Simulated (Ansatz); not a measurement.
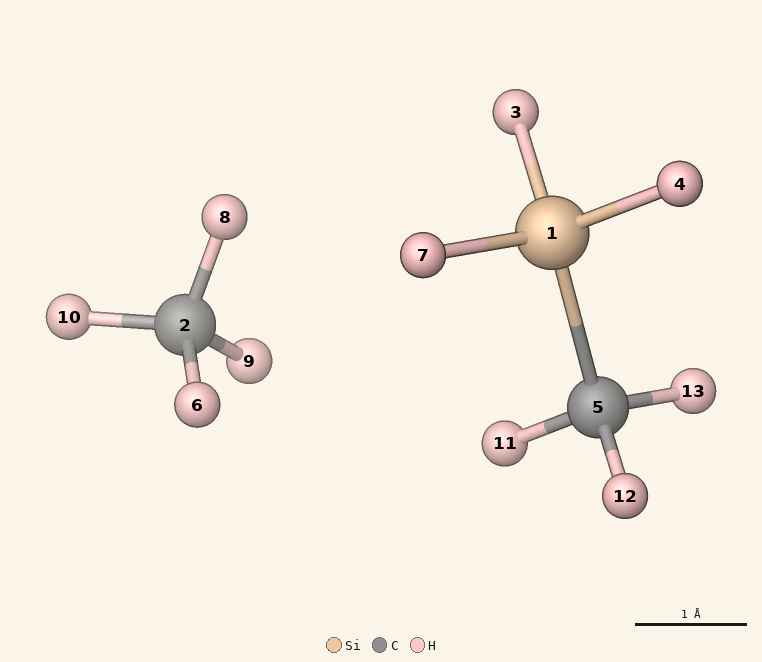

Orthographic view. Depth is shown by fading: the farther an atom, the more it takes the colour of the background. The computed structure is the end point of a PBE0-D4/def2-TZVP optimisation. No frequency run is at hand to confirm it as a minimum.

List the bonded neighbours of every atom.

Si1: H3, H4, C5, H7
C2: H6, H8, H9, H10
C5: Si1, H11, H12, H13
(terminal hydrogens appear only as neighbours)
